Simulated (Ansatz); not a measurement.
The starting structures come from a database of crystals and need not be the phases stable at ambient conditions.

 Where the default PAW files enter, the runs use the earlier of Ansatz's two default sets.

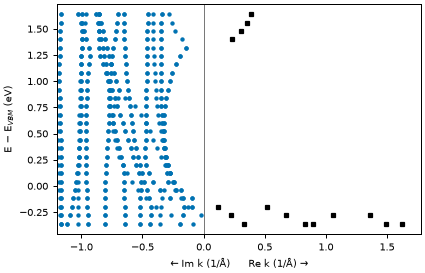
Figure. Complex bands at the centre of the two-dimensional zone; PBEsol in Ansatz (a first-principles code)

No gap correction and no spin-orbit coupling; mid-gap values are interpolated between computed energies.

### Question
This is HgO (P3_121, not sure to be the ambient phase, 6 atoms a cell, 17.1 Å³ an atom, -3 GPa at this level) along the normal of (111). Read off the slowest decay at the centre of the two-dimensional zone at 0.68 eV, the computed energy nearest the middle of the gap.

### Answer
κ ≈ 0.32 1/Å, a decay length 1/(2κ) of the density of 1.6 Å.
